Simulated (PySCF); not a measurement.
# C₃H₁₂SSi₂: NMR shifts at several levels of theory

How much do the NMR shifts of C₃H₁₂SSi₂ (`CCC[SiH2]S[SiH3]`) depend on the level of theory, and what does each level cost?

Programs: PySCF 2.14.0, with density-fitted response routines of our own. Each step states its level of theory. These are calculated values for one molecule in the gas phase, unless marked as measured. Atoms are numbered from 0 throughout.

### Step 1. The molecule as given

18 atoms, charge 0, multiplicity 1; geometry from: GFN2-xTB.

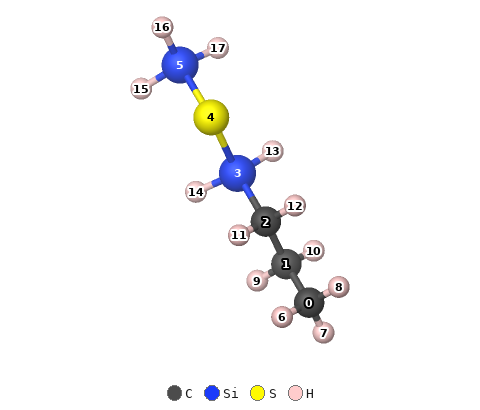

As it starts; carbon dark grey, silicon blue, sulfur yellow, hydrogen pink, atoms numbered; sticks join atoms by distance.

### Step 2. Optimising the geometry at PBE0-D3(BJ)/def2-SVP

The job: settings as JSON, then the geometry in Å.

```
{"job": {"xc": "PBE0", "basis": "def2-SVP", "d3": "d3bj", "grid": 1, "kind": "geom"}, "charge": 0, "multiplicity": 1}
C     -3.349733    -0.125765     0.279150
C     -2.014645     0.345276    -0.285292
C     -0.837452    -0.334331     0.406086
Si     0.830371     0.233922    -0.276837
S      2.332179    -0.841485     0.829438
Si     4.166208    -0.130874    -0.013080
H     -3.412983     0.096271     1.342380
H     -4.176449     0.369695    -0.225176
H     -3.459133    -1.200353     0.148543
H     -1.931848     1.427407    -0.164753
H     -1.978831     0.134342    -1.356250
H     -0.886446    -0.133860     1.478558
H     -0.933053    -1.416592     0.295576
H      0.993804    -0.092575    -1.693101
H      1.059343     1.664214    -0.074429
H      4.237977     1.311796     0.182015
H      5.178993    -0.855920     0.731827
H      4.172940    -0.444851    -1.436306
```

Standard output:

```text
step   0  E = -1097.85333314  max force = 0.019622
step   1  E = -1097.85806807  max force = 0.004756
step   2  E = -1097.85827481  max force = 0.001488
step   3  E = -1097.85829105  max force = 0.000269
step   4  E = -1097.85829041  max force = 0.000182
optimisation converged
```

It took 54 s on 1 thread, shared host.

Step by step:

| step | energy from step 0 (eV) | largest force component (eV/Å) |
| --- | --- | --- |
| 0 | 0.0000 | 1.0090 |
| 1 | -0.1288 | 0.2446 |
| 2 | -0.1345 | 0.0765 |
| 3 | -0.1349 | 0.0138 |
| 4 | -0.1349 | 0.0094 |

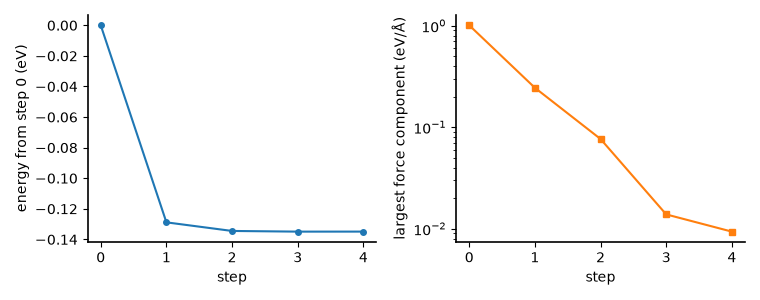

Energy and force, step by step.

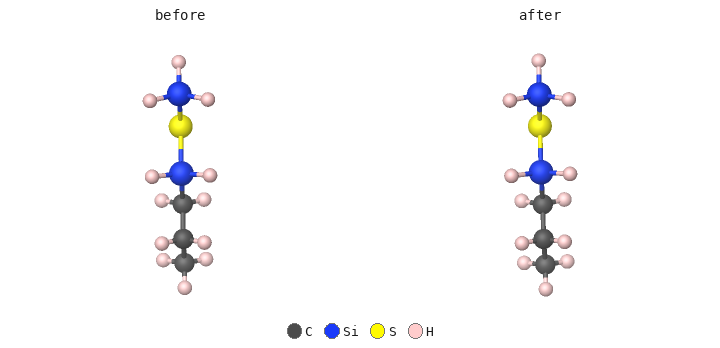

Before and after, at one scale.

Distances of close pairs at the start and the end, largest changes first:

| bond | before (Å) | after (Å) | change (Å) |
| --- | --- | --- | --- |
| Si5–H16 | 1.451 | 1.490 | +0.039 |
| Si5–H17 | 1.457 | 1.494 | +0.037 |
| Si5–H15 | 1.458 | 1.494 | +0.036 |
| Si3–H14 | 1.463 | 1.497 | +0.034 |
| Si3–H13 | 1.463 | 1.497 | +0.034 |
| C0–H6 | 1.088 | 1.102 | +0.014 |
| C0–H8 | 1.088 | 1.102 | +0.014 |
| C2–Si3 | 1.890 | 1.876 | -0.013 |

The next job starts from the end point, and lists it.

| at the end point | value |
| --- | --- |
| rotational constants (GHz, main isotopes) | 7.134, 0.595, 0.562 |
| dipole moment (D) | 1.33 |

### Step 3. Nuclear shieldings: PBE0/cc-pVDZ

The job: settings as JSON, then the geometry in Å.

```
{"job": {"kind": "nmr", "xc": "PBE0", "basis": "cc-pVDZ", "pop": true}, "charge": 0, "multiplicity": 1}
C     -3.272785     0.289783     0.019415
C     -1.902172     0.690008    -0.505884
C     -0.754867    -0.025209     0.208102
Si     0.949082     0.460049    -0.409992
S      2.385187    -0.674743     0.734903
Si     4.197159     0.097272    -0.120503
H     -3.369981     0.522302     1.091938
H     -4.079437     0.817589    -0.512127
H     -3.444225    -0.791925    -0.100153
H     -1.776435     1.782394    -0.405246
H     -1.849370     0.483280    -1.589218
H     -0.786471     0.178868     1.293030
H     -0.854236    -1.119957     0.102271
H      1.109790     0.156733    -1.866721
H      1.197223     1.924134    -0.222374
H      4.302861     1.573649     0.082882
H      5.318436    -0.590837     0.579255
H      4.265410    -0.184961    -1.586057
```

Level: GIAO PBE0/cc-pVDZ NMR shielding, non-relativistic, gas phase.

Standard output:

```text
coarse grid: 15576 points
cycle   1  E = -1098.1725319421  dE =  1.632e-01  |g| = 3.897e-01  |ddm| = 7.115e+00
cycle   2  E = -1098.1571629521  dE =  1.537e-02  |g| = 4.532e-01  |ddm| = 1.770e+00
cycle   3  E = -1098.2170085530  dE = -5.985e-02  |g| = 3.069e-02  |ddm| = 8.964e-01
cycle   4  E = -1098.2172657590  dE = -2.572e-04  |g| = 1.375e-02  |ddm| = 7.549e-02
cycle   5  E = -1098.2173162133  dE = -5.045e-05  |g| = 3.796e-03  |ddm| = 2.857e-02
cycle   6  E = -1098.2173200049  dE = -3.792e-06  |g| = 6.442e-04  |ddm| = 7.552e-03
final grid: 133688 points
cycle   7  E = -1098.2354437790  dE = -1.535e-05  |g| = 7.515e-03  |ddm| = 5.004e-02
cycle   8  E = -1098.2354355423  dE =  8.237e-06  |g| = 9.213e-03  |ddm| = 3.142e-02
cycle   9  E = -1098.2354595313  dE = -2.399e-05  |g| = 4.063e-04  |ddm| = 1.725e-02
cycle  10  E = -1098.2354595744  dE = -4.309e-08  |g| = 1.263e-04  |ddm| = 8.280e-04
cycle  11  E = -1098.2354595783  dE = -3.912e-09  |g| = 2.164e-05  |ddm| = 2.381e-04
cycle  12  E = -1098.2354595784  dE = -1.339e-10  |g| = 7.400e-06  |ddm| = 5.911e-05
converged SCF energy = -1098.2354595784

GIAO shielding tensors (ppm)
atom      isotropic    diamagn.    paramagn.     s11        s22        s33       span
  0 C      176.524     242.659     -66.135    163.127    169.786    196.658     33.531
  1 C      174.538     244.699     -70.161    166.044    172.124    185.446     19.402
  2 C      177.634     247.051     -69.417    160.763    169.575    202.565     41.803
  3 Si     434.008     886.014    -452.006    402.348    412.790    486.886     84.538
  4 S      859.218    1061.058    -201.840    831.896    846.165    899.593     67.697
  5 Si     463.069     880.125    -417.056    422.567    450.414    516.227     93.660
  6 H       30.377      28.611       1.766     26.550     28.720     35.860      9.310
  7 H       30.077      25.631       4.446     25.602     27.341     37.287     11.685
  8 H       30.375      28.804       1.572     26.548     28.716     35.863      9.315
  9 H       29.963      31.111      -1.148     24.312     30.492     35.086     10.773
 10 H       29.960      31.342      -1.382     24.327     30.448     35.105     10.778
 11 H       30.314      33.084      -2.771     25.354     31.364     34.223      8.868
 12 H       30.308      33.292      -2.983     25.347     31.340     34.238      8.891
 13 H       26.618      32.496      -5.878     22.401     26.093     31.360      8.959
 14 H       26.628      32.433      -5.805     22.420     26.160     31.304      8.884
 15 H       26.709      28.325      -1.616     22.872     24.695     32.560      9.688
 16 H       26.600      27.241      -0.640     22.706     24.150     32.944     10.238
 17 H       26.709      28.384      -1.675     22.869     24.662     32.595      9.726
```

It took 21 s on 1 thread, shared host.

Shifts follow as δ = σ(reference) − σ, with reference shieldings (ppm) from runs at the same level and on the same kind of geometry: 1H TMS 31.29, 13C TMS 196.8, 29Si TMS 418.6, 33S CS2 549. The references are single molecules in the gas phase. Atoms listed in one row are averaged.

| atoms | environment | σ (ppm) | δ (ppm) |
| --- | --- | --- | --- |
| C1 | sp3 CH2 | 174.5 | 22.2 |
| C0 | methyl carbon | 176.5 | 20.2 |
| C2 | sp3 CH2 bonded to Si | 177.6 | 19.1 |
| H13, H14 | hydrogen on a silicon bonded to C, S | 26.62 | 4.67 |
| H15, H16, H17 | hydrogen on a silicon bonded to S | 26.67 | 4.62 |
| H9, H10 | hydrogen on an sp3 CH2 | 29.96 | 1.33 |
| H6, H7, H8 | hydrogen on a methyl carbon | 30.28 | 1.01 |
| H11, H12 | hydrogen on an sp3 CH2 bonded to Si | 30.31 | 0.98 |
| Si3 | silicon bonded to C, S, 2 H | 434.0 | -15.4 |
| Si5 | silicon bonded to S, 3 H | 463.1 | -44.5 |
| S4 | sulfur bonded to 2 Si | 859 | -310 |

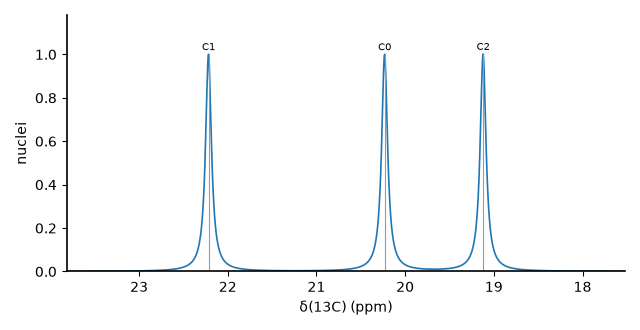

13C lines at the computed shifts, without couplings. Lines are broadened to a width of 0.08 ppm (Lorentzian).

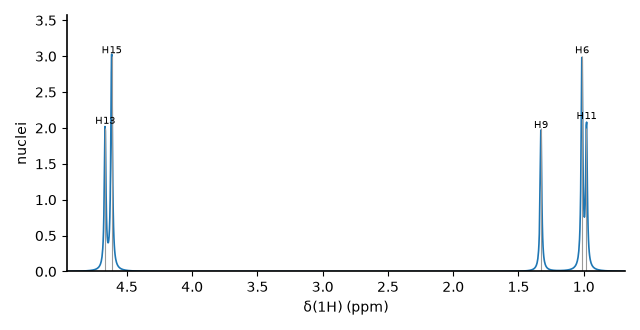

1H lines at the computed shifts, without couplings. Lines are broadened to a width of 0.01 ppm (Lorentzian).

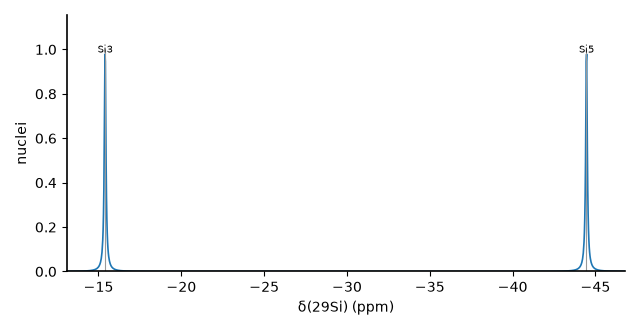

29Si lines at the computed shifts, without couplings. Lines are broadened to a width of 0.12 ppm (Lorentzian).

Charges from the same density, by scheme (e):

| atoms | Mulliken | IAO | Hirshfeld | ESP fit |
| --- | --- | --- | --- | --- |
| C0 | -0.07 | -0.41 | -0.11 | -0.43 |
| C1 | -0.13 | -0.23 | -0.05 | 0.11 |
| C2 | -0.20 | -0.52 | -0.15 | -0.10 |
| Si3 | 0.30 | 0.67 | 0.30 | 0.12 |
| S4 | -0.32 | -0.42 | -0.17 | -0.25 |
| Si5 | 0.22 | 0.51 | 0.28 | 0.18 |

Hirshfeld charges:

C0 -0.11; C1 -0.05; C2 -0.15; Si3 0.30; S4 -0.17; Si5 0.28; H6 0.04; H7 0.04; H8 0.04; H9 0.04; H10 0.04; H11 0.04; H12 0.04; H13 -0.08; H14 -0.08; H15 -0.07; H16 -0.07; H17 -0.07

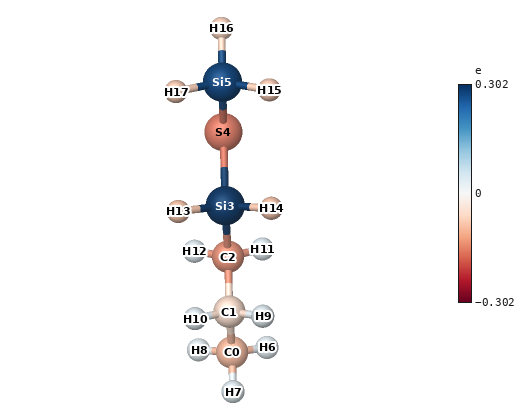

Hirshfeld charges, as colours on the atoms.

Mayer bond orders: C0–C1 1.10, C1–C2 1.06, C2–Si3 1.04, Si3–S4 1.05, S4–Si5 1.10.

### Step 4. Shielding tensors: PBE0/aug-cc-pVDZ

Same as in step 3 but for these lines:

```diff
@@ -1,2 +1,2 @@
-{"job": {"kind": "nmr", "xc": "PBE0", "basis": "cc-pVDZ", "pop": true}, "charge": 0, "multiplicity": 1}
+{"job": {"kind": "nmr", "xc": "PBE0", "basis": "aug-cc-pVDZ", "pop": true}, "charge": 0, "multiplicity": 1}
 C     -3.272785     0.289783     0.019415
```

Method: GIAO PBE0/aug-cc-pVDZ NMR shielding, non-relativistic, gas phase.

Standard output:

```text
coarse grid: 15576 points
cycle   1  E = -1098.1841760359  dE =  1.516e-01  |g| = 3.956e-01  |ddm| = 9.268e+00
cycle   2  E = -1098.1662417123  dE =  1.793e-02  |g| = 4.666e-01  |ddm| = 2.063e+00
cycle   3  E = -1098.2291634615  dE = -6.292e-02  |g| = 3.446e-02  |ddm| = 1.082e+00
cycle   4  E = -1098.2294973913  dE = -3.339e-04  |g| = 1.481e-02  |ddm| = 1.316e-01
cycle   5  E = -1098.2295590958  dE = -6.170e-05  |g| = 3.962e-03  |ddm| = 4.049e-02
cycle   6  E = -1098.2295631306  dE = -4.035e-06  |g| = 8.038e-04  |ddm| = 1.019e-02
final grid: 133688 points
cycle   7  E = -1098.2476779585  dE = -2.443e-05  |g| = 7.507e-03  |ddm| = 2.479e-01
cycle   8  E = -1098.2476691545  dE =  8.804e-06  |g| = 9.278e-03  |ddm| = 4.203e-02
cycle   9  E = -1098.2476935161  dE = -2.436e-05  |g| = 4.447e-04  |ddm| = 2.056e-02
cycle  10  E = -1098.2476935698  dE = -5.370e-08  |g| = 1.466e-04  |ddm| = 1.321e-03
cycle  11  E = -1098.2476935750  dE = -5.207e-09  |g| = 2.995e-05  |ddm| = 3.763e-04
cycle  12  E = -1098.2476935753  dE = -2.469e-10  |g| = 8.249e-06  |ddm| = 1.102e-04
converged SCF energy = -1098.2476935753

GIAO shielding tensors (ppm)
atom      isotropic    diamagn.    paramagn.     s11        s22        s33       span
  0 C      176.099     204.502     -28.403    163.524    168.483    196.289     32.766
  1 C      173.088     201.140     -28.052    165.351    170.292    183.620     18.270
  2 C      176.615     199.415     -22.801    161.124    166.957    201.763     40.639
  3 Si     433.625     893.260    -459.635    394.553    418.020    488.301     93.748
  4 S      854.141    1056.863    -202.722    827.413    844.269    890.742     63.329
  5 Si     470.134     888.032    -417.898    431.446    453.014    525.942     94.496
  6 H       30.411      27.817       2.594     26.656     28.738     35.840      9.183
  7 H       30.035      28.514       1.521     25.530     27.279     37.295     11.765
  8 H       30.410      27.724       2.686     26.655     28.734     35.841      9.186
  9 H       29.917      28.597       1.320     24.331     30.461     34.960     10.629
 10 H       29.912      28.242       1.670     24.338     30.418     34.982     10.644
 11 H       30.317      27.013       3.304     25.391     31.386     34.174      8.783
 12 H       30.314      26.788       3.526     25.388     31.363     34.190      8.802
 13 H       26.511      29.160      -2.648     22.480     25.891     31.162      8.682
 14 H       26.521      29.108      -2.587     22.505     25.949     31.109      8.604
 15 H       26.559      27.144      -0.585     22.775     24.533     32.370      9.595
 16 H       26.500      25.423       1.076     22.660     24.176     32.664     10.003
 17 H       26.560      27.283      -0.723     22.774     24.502     32.403      9.629
```

Wall time 45 s (1 thread, shared host).

This run: δ C1 22.0, C0 19.0, C2 18.5, Si3 -16.9, H13 4.88, H15 4.86 ppm (means over like atoms).

### Step 5. Shielding tensors: PBE0/pcSseg-0

Same as in step 4 but for these lines:

```diff
@@ -1,2 +1,2 @@
-{"job": {"kind": "nmr", "xc": "PBE0", "basis": "aug-cc-pVDZ", "pop": true}, "charge": 0, "multiplicity": 1}
+{"job": {"kind": "nmr", "xc": "PBE0", "basis": "pcSseg-0", "pop": true}, "charge": 0, "multiplicity": 1}
 C     -3.272785     0.289783     0.019415
```

Method: GIAO PBE0/pcSseg-0 NMR shielding, non-relativistic, gas phase.

Standard output:

```text
coarse grid: 15576 points
cycle   1  E = -1096.6476998957  dE =  6.410e-02  |g| = 3.823e-01  |ddm| = 3.941e+00
cycle   2  E = -1096.6351469038  dE =  1.255e-02  |g| = 4.434e-01  |ddm| = 1.371e+00
cycle   3  E = -1096.6951601941  dE = -6.001e-02  |g| = 3.057e-02  |ddm| = 7.653e-01
cycle   4  E = -1096.6954266614  dE = -2.665e-04  |g| = 1.174e-02  |ddm| = 8.147e-02
cycle   5  E = -1096.6954686058  dE = -4.194e-05  |g| = 3.370e-03  |ddm| = 2.630e-02
cycle   6  E = -1096.6954717948  dE = -3.189e-06  |g| = 3.962e-04  |ddm| = 4.667e-03
final grid: 133688 points
cycle   7  E = -1096.7864904253  dE = -1.279e-05  |g| = 5.692e-03  |ddm| = 2.437e-02
cycle   8  E = -1096.7864863881  dE =  4.037e-06  |g| = 6.722e-03  |ddm| = 1.787e-02
cycle   9  E = -1096.7864992631  dE = -1.288e-05  |g| = 2.310e-04  |ddm| = 1.049e-02
cycle  10  E = -1096.7864992788  dE = -1.563e-08  |g| = 9.500e-05  |ddm| = 5.368e-04
cycle  11  E = -1096.7864992810  dE = -2.249e-09  |g| = 1.259e-05  |ddm| = 1.026e-04
cycle  12  E = -1096.7864992811  dE = -4.206e-11  |g| = 3.520e-06  |ddm| = 2.850e-05
converged SCF energy = -1096.7864992811

GIAO shielding tensors (ppm)
atom      isotropic    diamagn.    paramagn.     s11        s22        s33       span
  0 C      172.303     242.697     -70.395    157.263    165.454    194.191     36.927
  1 C      174.188     244.504     -70.316    163.919    171.358    187.287     23.368
  2 C      178.379     255.786     -77.407    157.840    170.454    206.842     49.002
  3 Si     383.591     881.028    -497.437    332.348    353.251    465.173    132.825
  4 S      941.154    1058.864    -117.710    909.303    937.110    977.050     67.747
  5 Si     433.019     878.744    -445.725    363.533    411.158    524.365    160.831
  6 H       31.661      27.751       3.910     27.388     30.026     37.568     10.181
  7 H       31.526      28.162       3.364     26.588     28.523     39.468     12.880
  8 H       31.659      27.620       4.039     27.393     30.012     37.572     10.179
  9 H       31.760      31.281       0.479     25.421     32.712     37.147     11.726
 10 H       31.750      31.047       0.703     25.422     32.657     37.171     11.748
 11 H       31.975      33.327      -1.352     26.060     33.416     36.448     10.388
 12 H       31.969      33.101      -1.133     26.058     33.379     36.469     10.411
 13 H       28.145      30.229      -2.083     23.466     27.913     33.056      9.589
 14 H       28.161      30.403      -2.242     23.482     27.996     33.003      9.521
 15 H       28.457      28.019       0.438     24.179     26.649     34.544     10.365
 16 H       28.117      28.243      -0.126     23.711     25.459     35.181     11.469
 17 H       28.453      27.973       0.480     24.174     26.599     34.586     10.412
```

It took 9.1 s on 1 thread, shared host.

This run: δ C0 21.2, C1 19.3, C2 15.1, Si3 -35.1, H13 4.68, H15 4.49 ppm (means over like atoms).

### Step 6. Side by side: NMR shifts

Shifts (ppm) of some atoms, chosen among heavy atoms and hydrogens apart, means over like atoms, with basis size and wall time:

| run | C1 | C2 | H15 | H9 | Si3 | Si5 | S4 | functions | time |
| --- | --- | --- | --- | --- | --- | --- | --- | --- | --- |
| PBE0/cc-pVDZ | 22.2 | 19.1 | 4.62 | 1.33 | -15.4 | -44.5 | -310 | 156 | 21 s |
| PBE0/aug-cc-pVDZ | 22.0 | 18.5 | 4.86 | 1.48 | -16.9 | -53.4 | -296 | 258 | 45 s |
| PBE0/pcSseg-0 | 19.3 | 15.1 | 4.49 | 1.08 | -35.1 | -84.5 | -426 | 90 | 9.1 s |

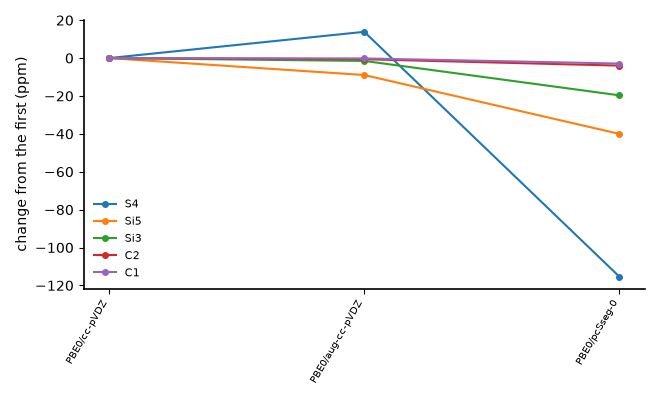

How five of the tabulated atoms move from run to run.

### Step 7. Results

```
                                                             quantity                             value
                                 rotational constants (main isotopes)              7.13, 0.60, 0.56 GHz
                                13C shifts against TMS (PBE0/cc-pVDZ)              22.2, 20.2, 19.1 ppm
1H shifts against TMS (PBE0/cc-pVDZ, means over atoms taken as alike)  4.67, 4.62, 1.33, 1.01, 0.98 ppm
                               29Si shifts against TMS (PBE0/cc-pVDZ)                  -15.4, -44.5 ppm
                                33S shifts against CS2 (PBE0/cc-pVDZ)                          -310 ppm
                                             range of the shift of S4                  -426 to -296 ppm
```

**Reading.** Single values in the summary come from the first run of each kind that ended normally (PBE0/cc-pVDZ), which need not be the best level. Relaxing lowered the energy by 0.135 eV in 4 steps; the close pair that moved most is Si5–H16, from 1.451 to 1.490 Å. No frequency check was run at this level, so the end point may be a saddle. At PBE0/cc-pVDZ: The widest tensor belongs to Si5: span 94 ppm, with a paramagnetic part of -417 ppm. Across the 3 runs the shift of S4 moves most, between -426 (PBE0/pcSseg-0) and -296 ppm (PBE0/aug-cc-pVDZ). Part of that comes from the computed reference.
